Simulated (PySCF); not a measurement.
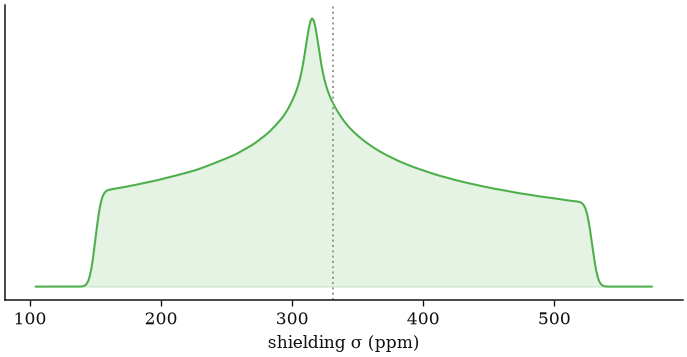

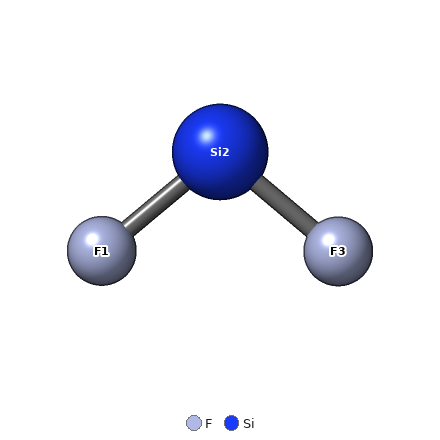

Static powder pattern (²⁹Si) from GIAO shielding tensors of SiF₂ (silicon difluoride), SMILES F[Si]F, ωB97X-D/pcSseg-2 in PySCF, at a PBE0-D3(BJ)/def2-SVP geometry (no frequency check); absolute shielding, one fixed geometry of the isolated molecule without any motion, no dipolar terms. The dotted line is the isotropic value; skew is 3(σiso − σ22)/span.

Question: The pattern belongs to Si2. Give the principal values, span and skew.

Answer: Si2: σ11, σ22, σ33 = 150, 315, 529 ppm, isotropic 331, span 379 ppm, skew 0.13.
